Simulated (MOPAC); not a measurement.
# CH2FNSSi: geometry relaxation (part 2 of 2)

The same run, continued: CH2FNSSi, SMILES FC1=N[SiH2]S1; PM3, closed shell (MOPAC 23.2.5). The atoms were displaced at random from an optimised geometry.

Geometry of the input (Å):
```
F  1.1434  -1.9344  1.1397
C  0.5361  -0.9333  0.5328
N  -0.6848  -0.9239  0.2392
Si -0.5106  0.7000  -0.4405
S  1.5382  0.4910  0.1675
H  -1.2687  1.7370  0.2702
H  -0.7221  0.7848  -1.9208
```

Trajectory as extended XYZ, continued
```
7
Properties=species:S:1:pos:R:3:forces:R:3 step=8 energy=-0.50580
F     1.0951   -2.0621    1.1739    0.0048   0.0107   0.0045
C     0.6470   -0.9621    0.5842    0.0346  -0.0267   0.0192
N    -0.6070   -0.8943    0.2434   -0.0771  -0.0434   0.0117
Si   -0.6461    0.7432   -0.4947    0.2054   0.1425  -0.1453
S     1.6049    0.5262    0.1731    0.1283  -0.0642   0.0542
H    -1.3399    1.8257    0.2420   -0.1631  -0.0058  -0.0040
H    -0.7747    0.8132   -1.9795   -0.1329  -0.0131   0.0596
7
Properties=species:S:1:pos:R:3:forces:R:3 step=9 energy=-0.50882
F     1.0909   -2.0642    1.1744    0.0626  -0.0173   0.0213
C     0.6513   -0.9626    0.5834   -0.0844   0.0158  -0.0049
N    -0.6038   -0.8942    0.2437   -0.0405  -0.0191   0.0096
Si   -0.6453    0.7433   -0.4952    0.1671   0.1713  -0.0146
S     1.6067    0.5270    0.1733    0.1235  -0.0685   0.0502
H    -1.3526    1.8303    0.2337   -0.1100  -0.0635  -0.0125
H    -0.7856    0.8139   -1.9706   -0.1183  -0.0186  -0.0490
7
Properties=species:S:1:pos:R:3:forces:R:3 step=10 energy=-0.51297
F     1.0879   -2.0656    1.1754    0.1083  -0.0405   0.0286
C     0.6541   -0.9636    0.5819   -0.1418   0.0268   0.0001
N    -0.6013   -0.8968    0.2438   -0.0308   0.1371  -0.0442
Si   -0.6418    0.7477   -0.4933    0.0967   0.0415  -0.0187
S     1.6097    0.5263    0.1741    0.0969  -0.0589   0.0403
H    -1.3743    1.8310    0.2193   -0.0591  -0.0809   0.0145
H    -0.8052    0.8126   -1.9696   -0.0702  -0.0251  -0.0206
7
Properties=species:S:1:pos:R:3:forces:R:3 step=11 energy=-0.51676
F     1.0912   -2.0659    1.1751    0.0504  -0.0049   0.0069
C     0.6515   -0.9641    0.5834   -0.1235  -0.0015  -0.0021
N    -0.6033   -0.8939    0.2429    0.0296   0.1360  -0.0277
Si   -0.6368    0.7519   -0.4952    0.0117   0.0007   0.0492
S     1.6126    0.5230    0.1761    0.0626  -0.0255   0.0219
H    -1.3951    1.8242    0.2135    0.0000  -0.0878   0.0116
H    -0.8249    0.8085   -1.9662   -0.0308  -0.0170  -0.0599
7
Properties=species:S:1:pos:R:3:forces:R:3 step=12 energy=-0.51855
F     1.0960   -2.0649    1.1742   -0.0188  -0.0084   0.0015
C     0.6472   -0.9652    0.5846   -0.0250   0.0234  -0.0043
N    -0.6062   -0.8894    0.2428    0.0278   0.0691  -0.0119
Si   -0.6340    0.7550   -0.4971   -0.0170  -0.0287   0.0214
S     1.6150    0.5197    0.1785    0.0198   0.0020  -0.0010
H    -1.4063    1.8136    0.2143    0.0151  -0.0505   0.0131
H    -0.8365    0.8042   -1.9700   -0.0019  -0.0069  -0.0187
7
Properties=species:S:1:pos:R:3:forces:R:3 step=13 energy=-0.51888
F     1.0966   -2.0649    1.1736   -0.0438   0.0134  -0.0063
C     0.6463   -0.9645    0.5854    0.0175   0.0017   0.0031
N    -0.6066   -0.8871    0.2430    0.0134   0.0125   0.0017
Si   -0.6343    0.7547   -0.4980   -0.0052  -0.0064   0.0023
S     1.6157    0.5191    0.1791    0.0108   0.0127  -0.0075
H    -1.4064    1.8089    0.2175    0.0078  -0.0306   0.0105
H    -0.8373    0.8030   -1.9719   -0.0006  -0.0032  -0.0039
7
Properties=species:S:1:pos:R:3:forces:R:3 step=14 energy=-0.51906
F     1.0956   -2.0650    1.1732   -0.0362   0.0082   0.0004
C     0.6465   -0.9639    0.5855    0.0235   0.0059   0.0011
N    -0.6062   -0.8859    0.2433    0.0031  -0.0182   0.0045
Si   -0.6347    0.7541   -0.4985    0.0073   0.0098  -0.0123
S     1.6165    0.5193    0.1792    0.0036   0.0110  -0.0101
H    -1.4060    1.8050    0.2206    0.0002  -0.0156   0.0084
H    -0.8373    0.8023   -1.9733   -0.0014  -0.0010   0.0080
7
Properties=species:S:1:pos:R:3:forces:R:3 step=15 energy=-0.51920
F     1.0935   -2.0652    1.1732   -0.0200   0.0089   0.0055
C     0.6472   -0.9630    0.5856    0.0179  -0.0010   0.0005
N    -0.6054   -0.8855    0.2432   -0.0020  -0.0270   0.0027
Si   -0.6347    0.7536   -0.4988    0.0102   0.0158  -0.0152
S     1.6172    0.5200    0.1788   -0.0009   0.0052  -0.0087
H    -1.4064    1.8008    0.2240   -0.0033  -0.0041   0.0056
H    -0.8381    0.8016   -1.9735   -0.0021   0.0022   0.0096
7
Properties=species:S:1:pos:R:3:forces:R:3 step=16 energy=-0.51928
F     1.0916   -2.0651    1.1739   -0.0013   0.0034   0.0105
C     0.6480   -0.9627    0.5853    0.0029   0.0005  -0.0014
N    -0.6046   -0.8859    0.2425    0.0001  -0.0167  -0.0020
Si   -0.6343    0.7536   -0.4987    0.0056   0.0079  -0.0096
S     1.6177    0.5206    0.1783   -0.0024  -0.0025  -0.0054
H    -1.4073    1.7978    0.2268   -0.0028   0.0014   0.0032
H    -0.8391    0.8014   -1.9728   -0.0022   0.0059   0.0047
7
Properties=species:S:1:pos:R:3:forces:R:3 step=17 energy=-0.51931
F     1.0908   -2.0648    1.1748    0.0055   0.0032   0.0098
C     0.6483   -0.9627    0.5850   -0.0039  -0.0014  -0.0005
N    -0.6042   -0.8866    0.2415    0.0020  -0.0047  -0.0037
Si   -0.6340    0.7538   -0.4985   -0.0002  -0.0011  -0.0041
S     1.6178    0.5208    0.1777   -0.0005  -0.0051  -0.0026
H    -1.4079    1.7966    0.2284   -0.0004   0.0009   0.0015
H    -0.8398    0.8018   -1.9720   -0.0025   0.0083  -0.0003
7
Properties=species:S:1:pos:R:3:forces:R:3 step=18 energy=-0.51933
F     1.0905   -2.0644    1.1760    0.0075   0.0018   0.0080
C     0.6483   -0.9628    0.5846   -0.0067  -0.0004   0.0005
N    -0.6039   -0.8873    0.2403    0.0029   0.0036  -0.0036
Si   -0.6339    0.7541   -0.4982   -0.0040  -0.0085  -0.0006
S     1.6178    0.5207    0.1772    0.0013  -0.0054  -0.0005
H    -1.4083    1.7960    0.2301    0.0019  -0.0011  -0.0002
H    -0.8402    0.8027   -1.9714   -0.0030   0.0101  -0.0036
7
Properties=species:S:1:pos:R:3:forces:R:3 step=19 energy=-0.51935
F     1.0903   -2.0637    1.1775    0.0062   0.0016   0.0042
C     0.6483   -0.9631    0.5843   -0.0056  -0.0005   0.0023
N    -0.6036   -0.8881    0.2386    0.0019   0.0083  -0.0010
Si   -0.6339    0.7545   -0.4979   -0.0057  -0.0134   0.0007
S     1.6178    0.5203    0.1766    0.0027  -0.0037   0.0013
H    -1.4084    1.7952    0.2324    0.0040  -0.0035  -0.0023
H    -0.8407    0.8046   -1.9708   -0.0037   0.0112  -0.0052
7
Properties=species:S:1:pos:R:3:forces:R:3 step=20 energy=-0.51938
F     1.0903   -2.0626    1.1797    0.0011   0.0002  -0.0001
C     0.6482   -0.9634    0.5839    0.0000   0.0006   0.0038
N    -0.6031   -0.8891    0.2361   -0.0010   0.0067   0.0033
Si   -0.6341    0.7547   -0.4977   -0.0031  -0.0131  -0.0006
S     1.6180    0.5196    0.1759    0.0020   0.0009   0.0020
H    -1.4082    1.7937    0.2360    0.0056  -0.0057  -0.0044
H    -0.8414    0.8087   -1.9705   -0.0046   0.0103  -0.0039
7
Properties=species:S:1:pos:R:3:forces:R:3 step=21 energy=-0.51940
F     1.0903   -2.0620    1.1809   -0.0017  -0.0002  -0.0014
C     0.6481   -0.9635    0.5838    0.0035   0.0004   0.0036
N    -0.6029   -0.8895    0.2350   -0.0023   0.0017   0.0045
Si   -0.6343    0.7545   -0.4978    0.0005  -0.0079  -0.0028
S     1.6181    0.5192    0.1755   -0.0003   0.0034   0.0016
H    -1.4079    1.7924    0.2379    0.0048  -0.0046  -0.0041
H    -0.8420    0.8121   -1.9705   -0.0045   0.0073  -0.0015
7
Properties=species:S:1:pos:R:3:forces:R:3 step=22 energy=-0.51942
F     1.0902   -2.0616    1.1817   -0.0025  -0.0008  -0.0009
C     0.6481   -0.9634    0.5840    0.0045   0.0001   0.0016
N    -0.6028   -0.8897    0.2345   -0.0020  -0.0036   0.0034
Si   -0.6345    0.7541   -0.4981    0.0039   0.0000  -0.0042
S     1.6183    0.5190    0.1752   -0.0032   0.0040   0.0010
H    -1.4075    1.7909    0.2394    0.0029  -0.0014  -0.0020
H    -0.8428    0.8160   -1.9708   -0.0036   0.0017   0.0011
7
Properties=species:S:1:pos:R:3:forces:R:3 step=23 energy=-0.51943
F     1.0901   -2.0618    1.1814   -0.0011  -0.0005   0.0001
C     0.6482   -0.9633    0.5841    0.0025  -0.0001   0.0006
N    -0.6028   -0.8896    0.2349   -0.0006  -0.0028   0.0011
Si   -0.6344    0.7540   -0.4983    0.0029   0.0013  -0.0028
S     1.6183    0.5191    0.1753   -0.0029   0.0025   0.0009
H    -1.4074    1.7907    0.2390    0.0021   0.0001  -0.0007
H    -0.8431    0.8166   -1.9708   -0.0028  -0.0005   0.0008
7
Properties=species:S:1:pos:R:3:forces:R:3 step=24 energy=-0.51943
F     1.0901   -2.0622    1.1807    0.0010   0.0005   0.0014
C     0.6482   -0.9633    0.5843   -0.0012  -0.0001  -0.0004
N    -0.6030   -0.8894    0.2359    0.0015   0.0003  -0.0021
Si   -0.6341    0.7539   -0.4985   -0.0004  -0.0002  -0.0001
S     1.6181    0.5194    0.1755   -0.0006   0.0000   0.0010
H    -1.4073    1.7911    0.2377    0.0016   0.0009   0.0006
H    -0.8432    0.8158   -1.9709   -0.0018  -0.0015  -0.0004
7
Properties=species:S:1:pos:R:3:forces:R:3 step=25 energy=-0.51943
F     1.0901   -2.0621    1.1810    0.0004   0.0006   0.0011
C     0.6482   -0.9633    0.5843   -0.0004  -0.0001  -0.0001
N    -0.6029   -0.8895    0.2355    0.0009  -0.0003  -0.0014
Si   -0.6342    0.7539   -0.4984    0.0000  -0.0004  -0.0007
S     1.6182    0.5193    0.1755   -0.0006   0.0006   0.0012
H    -1.4073    1.7910    0.2381    0.0019   0.0004   0.0001
H    -0.8432    0.8159   -1.9709   -0.0021  -0.0009  -0.0003
7
Properties=species:S:1:pos:R:3:forces:R:3 step=26 energy=-0.51943
F     1.0900   -2.0616    1.1819   -0.0008   0.0003  -0.0006
C     0.6482   -0.9634    0.5840    0.0014   0.0005   0.0008
N    -0.6027   -0.8899    0.2344   -0.0007  -0.0010   0.0010
Si   -0.6342    0.7541   -0.4983    0.0006  -0.0012  -0.0018
S     1.6182    0.5191    0.1751   -0.0003   0.0018   0.0018
H    -1.4071    1.7904    0.2398    0.0023  -0.0004  -0.0012
H    -0.8437    0.8171   -1.9706   -0.0025   0.0001   0.0000
7
Properties=species:S:1:pos:R:3:forces:R:3 step=27 energy=-0.51943
F     1.0900   -2.0619    1.1815    0.0000   0.0003  -0.0002
C     0.6482   -0.9634    0.5842    0.0004   0.0003   0.0004
N    -0.6028   -0.8897    0.2349   -0.0001  -0.0003   0.0001
Si   -0.6342    0.7540   -0.4984   -0.0001  -0.0010  -0.0010
S     1.6182    0.5193    0.1753    0.0000   0.0011   0.0014
H    -1.4071    1.7907    0.2390    0.0020   0.0000  -0.0006
H    -0.8436    0.8165   -1.9707   -0.0021  -0.0005  -0.0002
7
Properties=species:S:1:pos:R:3:forces:R:3 step=28 energy=-0.51943
F     1.0903   -2.0625    1.1802    0.0009   0.0011   0.0017
C     0.6482   -0.9633    0.5844   -0.0013   0.0000  -0.0004
N    -0.6031   -0.8892    0.2363    0.0011   0.0005  -0.0024
Si   -0.6341    0.7539   -0.4986   -0.0013  -0.0007   0.0006
S     1.6180    0.5196    0.1758    0.0008  -0.0006   0.0002
H    -1.4069    1.7918    0.2369    0.0010   0.0006   0.0008
H    -0.8435    0.8147   -1.9710   -0.0011  -0.0010  -0.0005
7
Properties=species:S:1:pos:R:3:forces:R:3 step=29 energy=-0.51943
F     1.0901   -2.0621    1.1810    0.0002   0.0009   0.0012
C     0.6482   -0.9633    0.5843   -0.0003   0.0002   0.0000
N    -0.6029   -0.8895    0.2355    0.0004  -0.0003  -0.0014
Si   -0.6341    0.7539   -0.4985   -0.0006  -0.0009  -0.0004
S     1.6181    0.5194    0.1755    0.0005   0.0004   0.0008
H    -1.4068    1.7912    0.2382    0.0013   0.0002   0.0001
H    -0.8438    0.8157   -1.9709   -0.0015  -0.0005  -0.0002
7
Properties=species:S:1:pos:R:3:forces:R:3 step=30 energy=-0.51943
F     1.0899   -2.0615    1.1822   -0.0004   0.0003  -0.0010
C     0.6482   -0.9634    0.5840    0.0009   0.0004   0.0007
N    -0.6026   -0.8901    0.2340   -0.0007  -0.0005   0.0014
Si   -0.6342    0.7540   -0.4984    0.0001  -0.0011  -0.0015
S     1.6182    0.5192    0.1751    0.0001   0.0014   0.0015
H    -1.4065    1.7902    0.2404    0.0016  -0.0002  -0.0011
H    -0.8446    0.8177   -1.9705   -0.0016  -0.0003   0.0000
7
Properties=species:S:1:pos:R:3:forces:R:3 step=31 energy=-0.51943
F     1.0900   -2.0618    1.1816    0.0001   0.0003  -0.0002
C     0.6482   -0.9634    0.5842    0.0003   0.0004   0.0003
N    -0.6027   -0.8898    0.2348   -0.0003  -0.0002   0.0005
Si   -0.6342    0.7540   -0.4985   -0.0003  -0.0008  -0.0007
S     1.6181    0.5193    0.1754    0.0004   0.0007   0.0007
H    -1.4065    1.7908    0.2393    0.0012   0.0001  -0.0005
H    -0.8444    0.8166   -1.9707   -0.0012  -0.0005  -0.0001
7
Properties=species:S:1:pos:R:3:forces:R:3 step=32 energy=-0.51943
F     1.0902   -2.0623    1.1805    0.0004   0.0010   0.0013
C     0.6482   -0.9633    0.5843   -0.0005   0.0000   0.0000
N    -0.6030   -0.8893    0.2359    0.0005   0.0000  -0.0011
Si   -0.6341    0.7538   -0.4986   -0.0007  -0.0004   0.0001
S     1.6180    0.5195    0.1759    0.0004  -0.0003  -0.0007
H    -1.4062    1.7919    0.2376    0.0003   0.0002   0.0004
H    -0.8443    0.8148   -1.9710   -0.0005  -0.0004  -0.0001
7
Properties=species:S:1:pos:R:3:forces:R:3 step=33 energy=-0.51943
F     1.0901   -2.0621    1.1811    0.0001   0.0008   0.0011
C     0.6482   -0.9633    0.5842    0.0000   0.0002   0.0001
N    -0.6028   -0.8896    0.2353    0.0002  -0.0004  -0.0007
Si   -0.6341    0.7539   -0.4986   -0.0004  -0.0006  -0.0004
S     1.6181    0.5194    0.1757    0.0003   0.0002  -0.0001
H    -1.4062    1.7914    0.2385    0.0005   0.0000   0.0001
H    -0.8445    0.8157   -1.9708   -0.0007  -0.0002  -0.0001
```

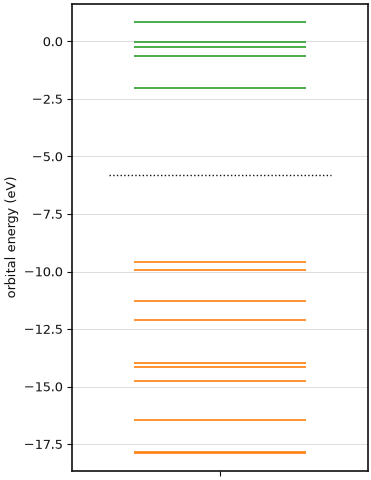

Orbital energies near the frontier; the dotted line parts filled from empty levels, and levels within 0.02 eV of each other stand side by side. Highest filled −9.61 eV, lowest empty −2.02 eV, 7.59 eV apart.

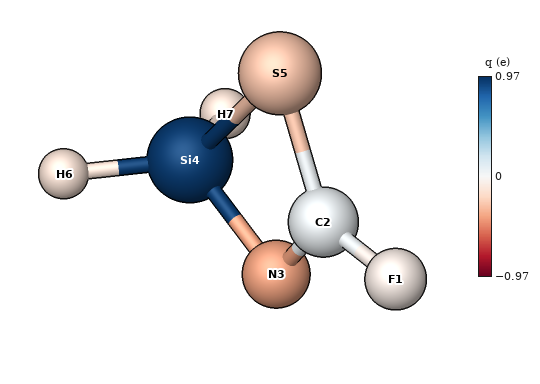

Mulliken charges, as the colour of each atom (ball-and-stick view, seen at a tilt; atoms are numbered from 1 in the order of the input). By element: F −0.07, C +0.05, N −0.38, Si +0.92, S −0.27 and H −0.12 e.

Results in brief

```json
{"quantity": "outcome", "value": "converged"}
{"quantity": "total energy", "value": "−37.098330 hartree"}
{"quantity": "dispersion energy", "value": "0.000000 hartree"}
{"quantity": "heat of formation", "value": "−11.98 kcal/mol"}
{"quantity": "basis functions", "value": "22"}
{"quantity": "largest force", "value": "0.001 eV/Å"}
{"quantity": "HOMO", "value": "−9.61 eV"}
{"quantity": "LUMO", "value": "−2.02 eV"}
{"quantity": "dipole moment", "value": "3.59 D"}
{"quantity": "peak memory", "value": "0.091 GiB"}
```

MOPAC's energies along a path are heats of formation.
